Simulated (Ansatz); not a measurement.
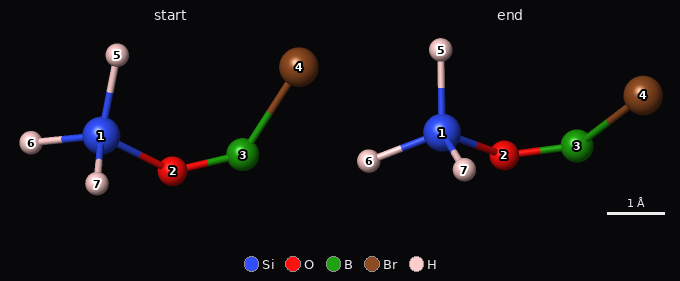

The structure of BSiH$_{3}$OBr (multiplicity 2) before (left) and after (right) a relaxation, at one scale.

A ball-and-stick model, seen at a tilt.

The start comes from PBE-D4/def2-SVP.

All numbers below come from UKS PBE0-D4/def2-TZVP in Ansatz 0.2.0. (force threshold 0.005 eV/Å; at most 150 steps)

**What changed between the two?**

The largest move after the best rigid fit is that of Br4, 0.73 Å. Largest moves by element: Br 0.73 Å, H 0.55 Å, O 0.43 Å, B 0.22 Å, Si 0.09 Å. Among the contacts that change: Si1–O2 1.717 → 1.677 Å, Si1–H5 1.499 → 1.480 Å, O2–B3 1.328 → 1.316 Å, B3–Br4 1.943 → 1.934 Å. Bond angles that change, for instance: Si1–O2–B3 139.2° → 135.5°. Groups turn about Si1–O2 by about 45°. After 24 accepted moves (28 points after the start) the energy has fallen by 4.56 kJ/mol. The largest force component goes from 0.63 to 0.0013 eV/Å. The line search rejected the trial steps at points 14, 15, 25, 27 of the run. The forces were under the threshold at step 6, but the run went on from there. The run took about 4 core-minutes on a shared host.
